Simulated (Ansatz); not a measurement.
**NiO2 monolayer (1T): relaxing the cell for a phonon run**

Task: relax NiO2 monolayer (1T) tightly.

Method: DFT PBEsol, scalar-relativistic, plane waves, PAW; PAW set soft_1, in Ansatz 0.2.0.

## (1) Set-up

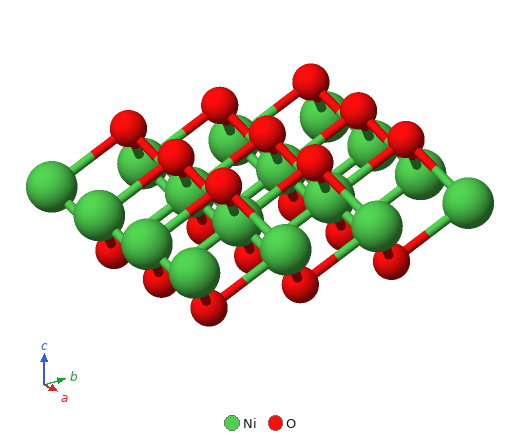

The starting structure, seen slightly off an axis (nickel green, oxygen red). 3×3×1 cells are drawn. Some periodic images of atoms are drawn too.

The cell holds 3 atoms: 1 Ni and 2 O. Cell: a = 2.970 Å, b = 2.970 Å, c = 20.000 Å, α = 90.0°, β = 90.0°, γ = 120.0°. It derives from NiO2. Vacuum lies along c.

## (2) A coarse first look

A quick single point on a coarse mesh tells whether the cell has a gap and how far it is from rest, which sets the k mesh and smearing that follow.

The program solves this slab on a cell height of its own, 28.3 Å, in place of the one typed.

The input, input.yaml:

```yaml
crystal:
  lattice:
    - [2.97, 0.0, 0.0]
    - [-1.485, 2.5721, 0.0]
    - [0.0, 0.0, 20.0]
  atoms:
    - { symbol: Ni, position: [0.0, 0.0, 0.5] }
    - { symbol: O, position: [0.333333, 0.666667, 0.55635] }
    - { symbol: O, position: [0.666667, 0.333333, 0.44365] }
  periodic: [true, true, false]
kpoints:
  mp_grid: { grid: [9, 9, 1] }
hamiltonian:
  xc: pbesol
  pseudopotentials: { kind: paw, azcp: { folder: soft_1 }, xc_functional: pbe }
scf:
  occupations: { method: gaussian, width: 0.1 }
output:
  forces: true
  stress: true
  eigenvalues: true
```

Run with:

```console
$ ansatz run input.yaml --threads 8 --pin off --max-ram 16384MiB --backend cpu --events-out ev --progress --plain --runs-dir out
```

Numbers of over 12 decimals in the logs are rounded to 6 here.

Log:

```text
[...]
--- Band table (eV; the first three rows and the last of 12) ---
  k-point 0: bands = [... 11 lower, -9.3816, -8.9930, -8.9930, -8.8521, -6.8829, -6.8829, -2.2084, -0.3743]
  k-point 1: bands = [... 11 lower, -9.3525, -9.2270, -8.8703, -8.6234, -7.1790, -6.9389, -1.7287, -0.0773]
  k-point 2: bands = [... 11 lower, -9.4983, -9.1501, -8.8128, -8.6293, -7.5935, -7.0201, -0.6009, 0.7386]
  k-point 11: bands = [... 11 lower, -10.5591, -9.5270, -8.9195, -8.9195, -7.3570, -7.3570, 2.9652, 4.2335]
[key lines of the parts left out:]
SCF converged after 10 iterations
Free energy (F): -6922.496309 eV
Fermi energy:    -8.097744 eV
P = ½ c Tr σ = -15.8294 N/m
```

Elapsed: 0.76 s, on 8 threads of Arm Neoverse V2, shared host; peak memory 0.55 GiB; 4.1 s of CPU time.

This run has no spin polarisation, although Ni can carry a moment.

Numbers from this step:

| Quantity | Value |
| --- | --- |
| gap on the k-mesh | 1.010 eV |
| direct gap on mesh | 1.036 eV |
| area per atom | 2.546 Å² |

The coarse mesh shows a gap of 1.01 eV.

## (3) Rough relaxation

A rough relaxation comes first, because large forces or stress need no tight tolerances yet.

The program solves this slab on a cell height of its own, 28.3 Å, in place of the one typed.

Edit input.yaml of step 2 so:

```diff
@@ -21 +21,6 @@
   eigenvalues: true
+relax:
+  adjacent_minimum: "off"
+  f_tol: 0.05
+  max_steps: 80
+  cell: { stress_2d_tol: 0.02 }
```

Log:

```text
[...]
Crystal: 3 atoms, lattice volume = 216.249 Å³
Basis set: ecut = 420 eV, 4139 PW (Γ), exchange–correlation on 40×40×384 points (8 copies of the dense FFT grid, shifted against one another)
Bands: 19, of which v1, the nominal top of the filled ones, is band 15 counted from 1 (14 counted from 0)
Symmetry: 12 space group operations
[...]
F+E_penalty+E_count = -6923.84173701 eV   max|allowed force component| = 4.837e-4 eV/Å   (the final SCF, on the basis selected at the relaxed cell)
  cell:  # Å, volume = 189.9546 Å³
    - [2.783588, 0.0, 0]
    - [-1.391794, 2.410658, 0]
    - [0, 0, 28.308]
  atoms:
    - { symbol: Ni, position: [0, 0, 0.353257] }
    - { symbol: O, position: [0.333333, 0.666667, 0.386227] }
    - { symbol: O, position: [0.666667, 0.333333, 0.320287] }
[key lines of the parts left out:]
SCF converged after 7 iterations
Free energy (F): -6923.841737 eV
Fermi energy:    -7.367228 eV
P = ½ c Tr σ = -0.0041 N/m
```

Wall time 5.5 s (8 threads); peak memory 0.57 GiB; 34 s of CPU time.

Step by step:

| step | energy less that of the first step (eV) | largest force component (eV/Å) | volume (Å³) |
| --- | --- | --- | --- |
| 1 | 0.0000 | 3.4004 | 216.25 |
| 2 | -0.9812 | 1.6701 | 209.25 |
| 3 | -1.2443 | 1.5025 | 189.03 |
| 4 | -1.3427 | 0.1701 | 193.54 |
| 5 | -1.3508 | 0.0088 | 191.10 |
| 6 | -1.3515 | 0.0061 | 190.35 |
| 7* | -1.3453 | 0.0050 | 190.35 |
| 8 | -1.3456 | 0.0004 | 189.95 |
| 9* | -1.3454 | 0.0005 | 189.95 |

Relaxation steps marked * repeat the geometry before them on a plane-wave basis chosen anew for their cell, so energy and pressure can jump there.

The run keeps the 12 symmetry operations that it works with, so distortions that break them were not tested.

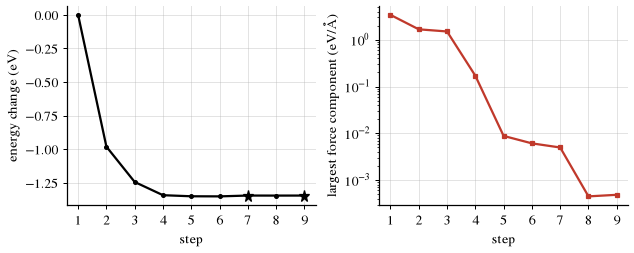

Energy and largest force along the relaxation. Stars mark steps on a basis chosen anew.

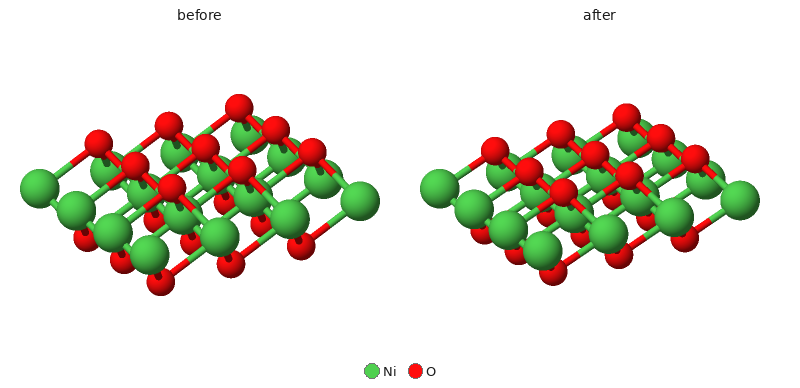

The structure before and after the relaxation, drawn at the same scale.

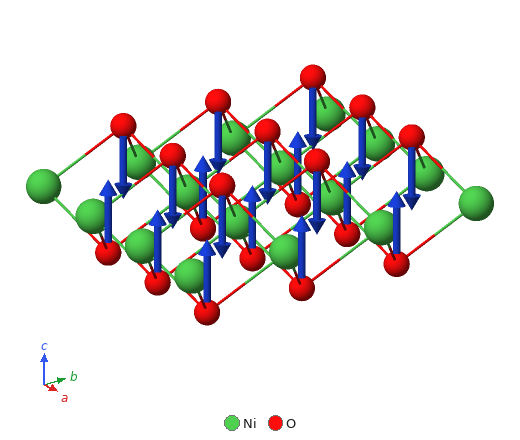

Displacements in the relaxation, exaggerated, measured against the changing cell; the longest in the cell stands for 0.19 Å. 3×3×1 cells are drawn. Some periodic images of atoms are drawn too.

| cell as run | before | after | change |
| --- | --- | --- | --- |
| a (Å) | 2.970 | 2.784 | -6.3 % |
| b (Å) | 2.970 | 2.784 | -6.3 % |

The atoms that moved most (Å, along periodic axes as changes of fractional coordinates times the final cell, across vacuum about the mean position):

| atom | dx | dy | dz | length |
| --- | --- | --- | --- | --- |
| O3 | 0.000 | 0.000 | 0.194 | 0.194 |
| O2 | 0.000 | 0.000 | -0.194 | 0.194 |

Final coordinates:

```cif
data_structure
_symmetry_space_group_name_H-M 'P 1'
_symmetry_Int_Tables_number 1
_cell_length_a 2.7836
_cell_length_b 2.7836
_cell_length_c 28.3080
_cell_angle_alpha 90.000
_cell_angle_beta 90.000
_cell_angle_gamma 120.000
_cell_volume 189.95
loop_
_atom_site_label
_atom_site_type_symbol
_atom_site_fract_x
_atom_site_fract_y
_atom_site_fract_z
_atom_site_occupancy
Ni1 Ni 0.00000 0.00000 0.35326 1
O2 O 0.33333 0.66667 0.38623 1
O3 O 0.66667 0.33333 0.32029 1
```

Numbers from this step:

- gap on the k-mesh: 1.363 eV
- direct gap on mesh: 1.510 eV
- area per atom: 2.237 Å²

The relaxation ends with a largest force component of 4.8e-4 eV/Å.

## (4) Relaxation

The cell and atoms are relaxed, since residual forces and stress would shift the frequencies.

input.yaml, the sections that differ from step 3:

```yaml
crystal:
  lattice:
    - [2.7835884301, 0.0, 0.0]
    - [-1.391794215, 2.4106582941, 0.0]
    - [0.0, 0.0, 28.308]
  atoms:
    - { symbol: Ni, position: [0.0, 0.0, 0.3532570298] }
    - { symbol: O, position: [0.3333333333, 0.6666666667, 0.3862273848] }
    - { symbol: O, position: [0.6666666667, 0.3333333333, 0.3202866749] }
  periodic: [true, true, false]
kpoints:
  mp_grid: { grid: [12, 12, 1] }
scf:
  occupations: { method: gaussian, width: 0.02 }
relax:
  adjacent_minimum: "off"
  f_tol: 0.005
  max_steps: 80
  cell: { stress_2d_tol: 0.02 }
# hamiltonian, output: as in step 3
```

Log:

```text
[...]
Crystal: 3 atoms, lattice volume = 189.955 Å³
Basis set: ecut = 420 eV, 3755 PW (Γ), exchange–correlation on 40×40×384 points (8 copies of the dense FFT grid, shifted against one another)
Bands: 19, of which v1, the nominal top of the filled ones, is band 15 counted from 1 (14 counted from 0)
[... 1 set-up line as in the run before ...]
[...]
k-points: 19 of 144
[...]
SCF iter   1: F=—  HF=-6925.276884 eV  |F-HF|=—  |Δ(HF+E_count)|=         —  Δρ=8.93e-2  dr2=1.06e1  ethr=3.10e-3  ⟨swp⟩=12.2  Hψ=2770  notcnv=0
[...]
SCF iter  10: F=-6923.841801 eV  HF=-6923.841801 eV  |F-HF|=4.28e-9  |Δ(HF+E_count)|=   2.94e-8  Δρ=2.95e-6  dr2=6.55e-9  ethr=3.33e-10  ⟨swp⟩=10.9  Hψ=2578  notcnv=0
SCF 1 converged in 10 iterations: F = -6923.841801 eV  dr2 = 6.55e-9
[...]
relax step   1: F+E_penalty+E_count = -6923.84180091 eV  Δ(F+E_penalty+E_count) = +0.000e0 eV  max|allowed force component| = 1.528e-4 eV/Å  Δτ_max = 0.0000 Å  P = -0.006 N/m  Ω = 189.955 Å³  fix = [c, alpha, beta]  reactions: c -0.000 N/m  (10 SCF iters, dr2 threshold 1.00e-7 eV, accepted)
[...]
SCF iter   1: F=—  HF=-6923.841729 eV  |F-HF|=—  |Δ(HF+E_count)|=         —  Δρ=2.62e-6  dr2=5.07e-9  ethr=1.74e-7  ⟨swp⟩=5.5  Hψ=4486  notcnv=0
eigensolver tolerance schedule: the retry pair's looser diagonalisation over-reported the residual by 10315.71 of it (diagonalisation noise at 1.38 of the residual, at the tolerance the schedule requests for it); recorded, not acted on — ethr = c·dr2/N_el stays at c = 1.0e-1
[...]
SCF iter   2: F=—  HF=-6923.841801 eV  |F-HF|=—  |Δ(HF+E_count)|=   7.14e-5  Δρ=1.85e-6  dr2=5.58e-9  ethr=1.69e-11  ⟨swp⟩=5.4  Hψ=1302  notcnv=0
[...]
SCF iter   7: F=-6923.841801 eV  HF=-6923.841801 eV  |F-HF|=6.37e-12  |Δ(HF+E_count)|=  6.28e-11  Δρ=2.71e-8  dr2=7.37e-13  ethr=1.00e-12  ⟨swp⟩=11.3  Hψ=2423  notcnv=0
SCF 2 converged in 7 iterations: F = -6923.841801 eV  dr2 = 7.37e-13
relax step   2: F+E_penalty+E_count = -6923.84180091 eV  Δ(F+E_penalty+E_count) = -1.393e-9 eV  max|allowed force component| = 1.432e-4 eV/Å  Δτ_max = 0.0000 Å  P = -0.006 N/m  Ω = 189.955 Å³  fix = [c, alpha, beta]  reactions: c -0.000 N/m  stress off target by 6.24e-3 N/m on what of the cell is left free  SCF on the basis re-selected at this cell (its energy is not comparable with the rows above)  (7 SCF iters)
basis re-selected at this cell: Δ(F+E_penalty+E_count) = -1.393e-9 eV, ΔP = +0.000 N/m vs the last step (what re-selecting the basis moved, of the pressure what is left beyond the Pulay correction that the steps carried, after the strain that the cell walked since its last selection, with what the two solves' SCF thresholds leave and, on support functions, any second-order correction that the steps lacked; it is no m [...]
SCF converged after 7 iterations
Free energy (F): -6923.841801 eV
[...]
Internal energy: -6923.841801 eV  (E = F + TS)
E sigma→0 (E₀):  -6923.841801 eV
Fermi energy:    -7.401820 eV
[...]
--- Forces (eV/Å), atoms counted from 1 ---
  atom   1  Ni     0.00000000     0.00000000     0.00000000
  atom   2  O     -0.00000000    -0.00000000    -0.00014315
  atom   3  O      0.00000000     0.00000000     0.00014315
  max |Σ_I F_I| component: 9.25e-18 eV/Å
--- 2D stress c σ (N/m, compression-positive) ---
       -0.006241      -0.000000       0.000000
       -0.000000      -0.006241      -0.000000
        0.000000       0.000000       0.000000
  P = ½ c Tr σ = -0.0062 N/m
--- Band table (eV; the first three rows and the last of 19) ---
  k-point 0: bands = [... 11 lower, -9.3850, -9.0460, -9.0460, -8.1246, -5.5946, -5.5946, -0.6930, -0.2642]
  k-point 1: bands = [... 11 lower, -9.2444, -9.1408, -8.8937, -8.0645, -5.8370, -5.6516, -0.4656, -0.0923]
  k-point 2: bands = [... 11 lower, -9.3366, -8.8410, -8.7102, -8.0735, -6.3869, -5.7687, 0.1525, 0.4145]
  k-point 18: bands = [... 11 lower, -10.8440, -9.7452, -8.6793, -8.6793, -6.3877, -6.3877, 6.5017, 6.6217]
--- Relaxed structure (1 steps of the walk, 1 accepted, 1 SCFs on fresh bases) ---
[...]
cell:  # Å, volume = 189.9546 Å³
    - [2.783588, -2.8867495460009696e-11, 0.0]
    - [-1.391794, 2.410658, 0.0]
    - [0.0, 0.0, 28.308]
  atoms:
    - { symbol: Ni, position: [0.0, 0.0, 0.353257] }
    - { symbol: O, position: [0.333333, 0.666667, 0.386227] }
    - { symbol: O, position: [0.666667, 0.333333, 0.320287] }
```

Elapsed: 1.8 s, on 8 threads; peak memory 0.57 GiB.

Little changed from the start: no atom moved by 0.005 Å and no cell edge by 0.1 %.

This step gave:

| Item | Value |
| --- | --- |
| gap on the k-mesh | 1.303 eV |
| direct gap on mesh | 1.530 eV |

## (5) Tight relaxation

Phonons need a cell at rest on their own settings, so the relaxation is repeated with tight tolerances on forces and stress on the k mesh and occupations of the first response run.

Edit input.yaml of step 4 so:

```diff
@@ -16,3 +16,3 @@
 scf:
-  occupations: { method: gaussian, width: 0.02 }
+  occupations: { method: fixed }
 output:
@@ -23,4 +23,4 @@
   adjacent_minimum: "off"
-  f_tol: 0.005
-  max_steps: 80
-  cell: { stress_2d_tol: 0.02 }
+  f_tol: 0.001
+  max_steps: 60
+  cell: { stress_2d_tol: 0.002 }
```

Log:

```text
[...]
Crystal: 3 atoms, lattice volume = 189.955 Å³
Basis set: ecut = 420 eV, 3755 PW (Γ), exchange–correlation on 40×40×384 points (8 copies of the dense FFT grid, shifted against one another)
Bands: 19, of which v1, the nominal top of the filled ones, is band 15 counted from 1 (14 counted from 0)
[... 1 set-up line as in the run before ...]
[...]
k-points: 19 of 144
[...]
--- Relaxed structure (3 steps of the walk, 3 accepted, 1 SCFs on fresh bases) ---
[...]
cell:  # Å, volume = 189.9434 Å³
    - [2.783506, -2.8866645365740126e-11, 0]
    - [-1.391753, 2.410587, 0]
    - [0, 0, 28.308]
  atoms:
    - { symbol: Ni, position: [0, 0, 0.353257] }
    - { symbol: O, position: [0.333333, 0.666667, 0.386229] }
    - { symbol: O, position: [0.666667, 0.333333, 0.320286] }
[key lines of the parts left out:]
SCF converged after 8 iterations
Free energy (F): -6923.841797 eV
Fermi energy:    -8.053324 eV
P = ½ c Tr σ = -0.0004 N/m
```

Elapsed: 3.1 s, on 8 threads; peak memory 0.58 GiB.

Little changed from the start: no atom moved by 0.005 Å and no cell edge by 0.1 %.

Numbers from this step:

- direct gap on mesh: 1.531 eV

The largest force component left is 0.047 meV/Å, within the tolerances set.

## (6) Outcome

```yaml
space_group_after_relaxation_within_0p01_a: P-3m1
lattice_constant_a: 2.784 Å
lattice_constant_b: 2.784 Å
area_per_atom: 2.24 Å²
gap_on_the_k_mesh: 1.30 eV
```

**Reading.** The largest force component left is 0.047 meV/Å, within the tolerances set. The relaxation keeps the symmetry of its start, so it says nothing on stability against lower symmetry. The PAW files were made for PBE and serve the other functionals too. The starting cell was built on a prototype and not taken from a measurement.

[Logs are printed without paths, hosts, clocks, repeated set-up lines and the standing remarks that a program may print on its own settings, such as how far it seeks lower states.]

[Hosts, paths, dates, database ids (printed as entryN), source tags and the programs' standing remarks are cut or masked in the printed files.]
